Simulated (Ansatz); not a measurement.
**BH₃+ (doublet): correlated methods under varied settings at distance B1–H2 = 1.135 Å**

Aim: run BH₃+ (doublet) at one geometry under a spread of methods and options, and see what each costs and gives.

Computed with Ansatz 0.2.0, Gaussian basis. Level: the settings change from run to run.

16 further runs of the same task are left out: 12 that didn't finish, 4 set aside as unsound or not needed.

## Step 1: What is computed

The geometry derives from a PBE0/def2-TZVP stationary point (not a proven minimum). One bond is set to the value named and the two fragments are kept rigid.

4 atoms, charge 1, spin multiplicity 2.

Atoms are counted from 1 here; the program's logs count them from 0.

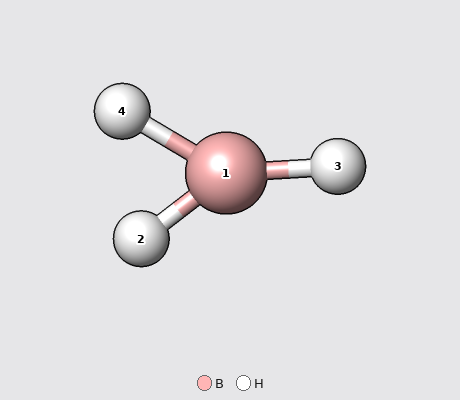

The structure; boron pink, hydrogen white; atoms are numbered from 1 in the order of the file.

## Step 2: MRCISD+Q(relaxed)(5,4)/6-31G*

in.yaml reads:

```yaml
crystal:
  periodic: [false, false, false]
  atoms:
    - {symbol: B, position_ang: [0.000000, 0.005772, 0.059659]}
    - {symbol: H, position_ang: [0.000000, 0.644332, -0.878673]}
    - {symbol: H, position_ang: [0.000000, 0.005772, 1.233873]}
    - {symbol: H, position_ang: [0.000000, -0.712012, -0.995087]}
basis:
  gaussian: {orbitals: "6-31G*"}
total_charge: 1
magnetization: {spin_polarized: false, initial_magnetization: 1}
correlation: {method: fic_mrcisd_q_relaxed, electrons: outside_noble_gas, active_space: {window: {electrons: 5, orbitals: 4}}}
```

Command:

```sh
> ansatz run in.yaml --threads 1 --pin off --events-out ev --progress --plain --max-ram 2393MiB
```

Output:

```text
Functional definition: HF
  name "HF"
  cite "Fock, Z. Phys. 61, 126 (1930) doi:10.1007/BF01340294"
  parent pbe
  exchange = exact_x
  correlation = 0
235 factors; integrals over basis functions are off by at most 7.1e-4 eV
mean field evaluation 1: about -706.1077 eV, gradient 9.0e0 eV
mean field evaluation 2: about -706.1089 eV, gradient 9.0e0 eV
mean field evaluation 4: about -706.4827 eV, gradient 2.9e-1 eV
mean field evaluation 8: about -706.4837 eV, gradient 1.7e-3 eV
mean field -706.48365303 eV, -25.9627953770 hartree, gradient 3.1e-6 eV, S^2 0.750000; 0 other end points of the search recorded, 0 dependent functions left out
reference -706.48365303 eV, -25.9627953770 hartree; 4, 3 occupied and 17, 18 virtual orbitals, 235 factors
state -706.87764177 eV, -25.9772741961 hartree
contracted CI cycle   1: correlation 0.00000000 eV, 0.0000000000 hartree, residual 1.03e1 eV
contracted CI cycle   2: correlation -1.63626084 eV, -0.0601314767 hartree, residual 2.16e0 eV
contracted CI cycle   3: correlation -1.71416342 eV, -0.0629943438 hartree, residual 7.29e-1 eV
contracted CI cycle   4: correlation -1.72323402 eV, -0.0633276824 hartree, residual 2.51e-1 eV
contracted CI cycle   5: correlation -1.72445304 eV, -0.0633724803 hartree, residual 7.33e-2 eV
contracted CI cycle   6: correlation -1.72455172 eV, -0.0633761069 hartree, residual 2.60e-2 eV
contracted CI cycle   7: correlation -1.72456349 eV, -0.0633765395 hartree, residual 1.10e-2 eV
contracted CI cycle   8: correlation -1.72456583 eV, -0.0633766254 hartree, residual 3.67e-3 eV
contracted CI cycle   9: correlation -1.72456610 eV, -0.0633766352 hartree, residual 1.42e-3 eV
contracted CI cycle  10: correlation -1.72456614 eV, -0.0633766365 hartree, residual 5.69e-4 eV
state -706.87764177 eV, -25.9772741961 hartree; corrected -708.66173152 eV, -26.0428382853 hartree
Total energy: -708.66173152 eV, -26.0428382853 hartree
```

It took 0.3 s on 1 thread of Arm Neoverse V1, shared host.

From the report: 24 determinants; active occupations 2.00, 1.98, 1.00, 0.02.

## Step 3: CCSD on UHF/cc-pVDZ

in.yaml reads:

```yaml
crystal:
  periodic: [false, false, false]
  atoms:
    - {symbol: B, position_ang: [0.000000, 0.005772, 0.059659]}
    - {symbol: H, position_ang: [0.000000, 0.644332, -0.878673]}
    - {symbol: H, position_ang: [0.000000, 0.005772, 1.233873]}
    - {symbol: H, position_ang: [0.000000, -0.712012, -0.995087]}
basis:
  gaussian: {orbitals: cc-pVDZ}
total_charge: 1
magnetization: {spin_polarized: true, initial_magnetization: 1}
correlation: {method: ccsd, electrons: all, diis_vectors: 1}
```

Launched as before.

Output, shortened:

```text
Functional definition: HF
  name "HF"
  cite "Fock, Z. Phys. 61, 126 (1930) doi:10.1007/BF01340294"
  parent pbe
[...]
261 factors; integrals over basis functions are off by at most 1.8e-3 eV
[...]
mean field -706.74726617 eV, -25.9724829813 hartree, gradient 1.6e-6 eV, S^2 0.758799; 1 other end points of the search recorded, 0 dependent functions left out
reference -706.74726617 eV, -25.9724829813 hartree; 4, 3 occupied and 25, 26 virtual orbitals, 261 factors
second order -1.88164542 eV of doubles, -0.00000000 eV of singles
cycle   1  -2.28268272 eV  change   -4.0e-1 eV  update   4.3e-2
[...]
cycle  13  -2.44305665 eV  change    1.3e-6 eV  update   6.4e-6
Total energy: -709.19032282 eV, -26.0622636570 hartree
```

It took 0.27 s on 1 thread of Arm Neoverse V1, shared host.

From the report: ⟨S²⟩ of the determinant 0.759 (pure doublet: 0.75); correlation -2.4431 eV; T1 0.008; largest double amplitude 0.04.

## Step 4: MRCISD+Q(7,5)/6-31G

Changes to in.yaml since step 3:

```diff
@@ -8,5 +8,5 @@
 basis:
-  gaussian: {orbitals: cc-pVDZ}
+  gaussian: {orbitals: 6-31G}
 total_charge: 1
-magnetization: {spin_polarized: true, initial_magnetization: 1}
-correlation: {method: ccsd, electrons: all, diis_vectors: 1}
+magnetization: {spin_polarized: false, initial_magnetization: 1}
+correlation: {method: fic_mrcisd_q, electrons: all, active_space: {window: {electrons: 7, orbitals: 5}}}
```

Launched as before.

Output, shortened:

```text
Functional definition: HF
  name "HF"
  cite "Fock, Z. Phys. 61, 126 (1930) doi:10.1007/BF01340294"
  parent pbe
[...]
222 factors; integrals over basis functions are off by at most 4.3e-4 eV
[...]
mean field -706.02114078 eV, -25.9457983653 hartree, gradient 3.3e-6 eV, S^2 0.750000; 0 other end points of the search recorded, 0 dependent functions left out
reference -706.02114078 eV, -25.9457983653 hartree; 4, 3 occupied and 11, 12 virtual orbitals, 222 factors
state -706.43229173 eV, -25.9609078839 hartree
contracted CI cycle   1: correlation 0.00000000 eV, 0.0000000000 hartree, residual 8.36e0 eV
contracted CI cycle   2: correlation -1.16597556 eV, -0.0428488115 hartree, residual 1.82e0 eV
contracted CI cycle   3: correlation -1.22204824 eV, -0.0449094445 hartree, residual 4.25e-1 eV
contracted CI cycle   4: correlation -1.22537030 eV, -0.0450315280 hartree, residual 1.07e-1 eV
[...]
contracted CI cycle   3: correlation -1.29068436 eV, -0.0474317753 hartree, residual 4.81e-1 eV
contracted CI cycle   4: correlation -1.29476987 eV, -0.0475819152 hartree, residual 1.22e-1 eV
contracted CI cycle   5: correlation -1.29500035 eV, -0.0475903852 hartree, residual 3.42e-2 eV
contracted CI cycle   6: correlation -1.29502044 eV, -0.0475911235 hartree, residual 1.23e-2 eV
contracted CI cycle   7: correlation -1.29502336 eV, -0.0475912308 hartree, residual 3.74e-3 eV
contracted CI cycle   8: correlation -1.29502361 eV, -0.0475912399 hartree, residual 9.75e-4 eV
state -706.36483267 eV, -25.9584288093 hartree; corrected -707.69653526 eV, -26.0073679768 hartree
state -706.36483267 eV, -25.9584288093 hartree; corrected -707.69653526 eV, -26.0073679768 hartree
the orbitals are reached from a further start. From the first start the search ends at -706.43229173 eV, -25.9609078839 hartree
WARN: the results are in doubt because another end's mean lies 0.067 eV lower, and its corrected mean 0.004 eV higher
Total energy: -707.69653526 eV, -26.0073679768 hartree
In doubt: another end's mean lies 0.067 eV lower, and its corrected mean 0.004 eV higher
```

Run time: 0.3 s. Hardware: 1 thread of Arm Neoverse V1, shared host.

From the report: 50 determinants; active occupations 2.00, 2.00, 1.99, 1.00, 0.01. Mind the lines of doubt at the end of the log.

## Step 5: CCSD on ROHF/def2-SVP

Changes to in.yaml since step 4:

```diff
@@ -8,5 +8,6 @@
 basis:
-  gaussian: {orbitals: 6-31G}
+  gaussian: {orbitals: def2-SVP}
 total_charge: 1
 magnetization: {spin_polarized: false, initial_magnetization: 1}
-correlation: {method: fic_mrcisd_q, electrons: all, active_space: {window: {electrons: 7, orbitals: 5}}}
+correlation: {method: ccsd, electrons: outside_noble_gas}
+scf: {lower_state_search: off}
```

Launched as before.

Output, shortened:

```text
Functional definition: HF
  name "HF"
  cite "Fock, Z. Phys. 61, 126 (1930) doi:10.1007/BF01340294"
  parent pbe
[...]
299 factors; integrals over basis functions are off by at most 2.1e-3 eV
[...]
mean field -706.02609091 eV, -25.9459802792 hartree, gradient 1.2e-6 eV, S^2 0.750000; 0 other end points of the search recorded, 0 dependent functions left out
1 core orbitals not correlated: weight in the atoms' cores, before any rotation towards them, 1.000 or more for the frozen orbitals, at most 0.000 for the correlated occupied ones
reference -706.02609091 eV, -25.9459802792 hartree; 3, 2 occupied and 25, 26 virtual orbitals, 299 factors
second order -1.91451050 eV of doubles, -0.06958179 eV of singles
cycle   1  -2.38161012 eV  change   -4.0e-1 eV  update   4.1e-2
[...]
cycle  10  -2.52375365 eV  change    9.6e-7 eV  update   3.3e-6
Total energy: -708.54984456 eV, -26.0387265151 hartree
Checks for a lower state left out: stability, starts, cluster_reference, orbital_swaps, neighbouring_geometries, increment
```

It took 0.24 s on 1 thread of Arm Neoverse V1, shared host.

From the report: correlation -2.5238 eV; T1 0.016; largest double amplitude 0.04.

## Step 6: CISD/6-31++G**

Changes to in.yaml since step 5:

```diff
@@ -8,6 +8,5 @@
 basis:
-  gaussian: {orbitals: def2-SVP}
+  gaussian: {orbitals: "6-31++G**", point_charges: [{charge: 0.50, position_ang: [3.428, -0.667, -0.868]}]}
 total_charge: 1
 magnetization: {spin_polarized: false, initial_magnetization: 1}
-correlation: {method: ccsd, electrons: outside_noble_gas}
-scf: {lower_state_search: off}
+correlation: {active_space: {ras: {orbitals: [2, 1, 33], electrons: 5, max_holes: 2, max_particles: 2}, fixed_orbitals: true}}
```

Launched as before.

Output:

```text
Functional definition: HF
  name "HF"
  cite "Fock, Z. Phys. 61, 126 (1930) doi:10.1007/BF01340294"
  parent pbe
  exchange = exact_x
  correlation = 0
337 factors; integrals over basis functions are off by at most 1.1e-3 eV
mean field evaluation 1: about -704.2108 eV, gradient 1.0e1 eV
mean field evaluation 2: about -704.2116 eV, gradient 1.0e1 eV
mean field evaluation 4: about -704.6480 eV, gradient 3.8e-1 eV
mean field evaluation 8: about -704.6493 eV, gradient 6.1e-4 eV
mean field -704.64931763 eV, -25.8953847945 hartree, gradient 2.3e-6 eV, S^2 0.750000; 0 other end points of the search recorded, 0 dependent functions left out
reference -704.64931763 eV, -25.8953847945 hartree; 4, 3 occupied and 33, 34 virtual orbitals, 337 factors
state -707.14226089 eV, -25.9869987696 hartree
Total energy: -707.14226089 eV, -25.9869987696 hartree
```

Run time: 0.39 s. Hardware: 1 thread of Arm Neoverse V1, shared host.

From the report: 12,246 determinants.

## Step 7: MP2 on ROHF/aug-cc-pVDZ

in.yaml reads:

```yaml
crystal:
  periodic: [false, false, false]
  atoms:
    - {symbol: B, position_ang: [0.000000, 0.005772, 0.059659]}
    - {symbol: H, position_ang: [0.000000, 0.644332, -0.878673]}
    - {symbol: H, position_ang: [0.000000, 0.005772, 1.233873]}
    - {symbol: H, position_ang: [0.000000, -0.712012, -0.995087]}
basis:
  gaussian: {orbitals: aug-cc-pVDZ}
total_charge: 1
magnetization: {spin_polarized: false, initial_magnetization: 1}
correlation: {method: mp2, electrons: outside_noble_gas}
output: {forces: true}
```

Launched as before.

Output, shortened:

```text
Functional definition: HF
  name "HF"
  cite "Fock, Z. Phys. 61, 126 (1930) doi:10.1007/BF01340294"
  parent pbe
[...]
480 factors; integrals over basis functions are off by at most 1.1e-3 eV
[...]
mean field -706.66427535 eV, -25.9694331250 hartree, gradient 1.6e-6 eV, S^2 0.750000; 0 other end points of the search recorded, 0 dependent functions left out
[...]
1 core orbitals not correlated: weight in the atoms' cores, before any rotation towards them, 1.000 or more for the frozen orbitals, at most 0.000 for the correlated occupied ones
reference -706.66427535 eV, -25.9694331250 hartree; 3, 2 occupied and 46, 47 virtual orbitals, 480 factors
second order -1.94388228 eV of doubles, -0.07275087 eV of singles
[...]
Total energy: -708.68090850 eV, -26.0435430264 hartree
Atom 0 at     0.000000     0.005772     0.059659 Å, force    -0.000000    -1.348088     3.025747 eV/Å
Atom 1 at     0.000000     0.644332    -0.878673 Å, force    -0.000000     1.795437    -2.835175 eV/Å
Atom 2 at     0.000000     0.005772     1.233873 Å, force     0.000000    -0.168495     0.118692 eV/Å
Atom 3 at     0.000000    -0.712012    -0.995087 Å, force     0.000000    -0.278854    -0.309263 eV/Å
Dipole moment:    -0.000000    -0.042429    -0.232383 e Å
```

It took 0.39 s on 1 thread of Arm Neoverse V1, shared host.

## Step 8: All runs side by side

 † marks a result that the program doubts.

```csv
level,correlated,functions,energy (eV),time
"MRCISD+Q(relaxed)(5,4)/6-31G*",outside noble gas,21,-708.6617,0.3 s
CCSD on UHF/cc-pVDZ,all,29,-709.1903,0.27 s
"MRCISD+Q(7,5)/6-31G †",all,15,-707.6965,0.3 s
CCSD on ROHF/def2-SVP,outside noble gas,29,-708.5498,0.24 s
CISD/6-31++G** (beside a point charge),outside noble gas,37,-707.1423,0.39 s
MP2 on ROHF/aug-cc-pVDZ,outside noble gas,50,-708.6809,0.39 s
```

## Step 9: Outcome

| quantity | value |
| --- | --- |
| runs | 6 |
| quickest | CCSD on ROHF/def2-SVP, 0.24 s |
| slowest | CISD/6-31++G** (beside a point charge), 0.39 s |

**Reading.** Total energies in different bases, with other cores or another treatment of relativity can't be set against each other. The times lie within a factor of two.
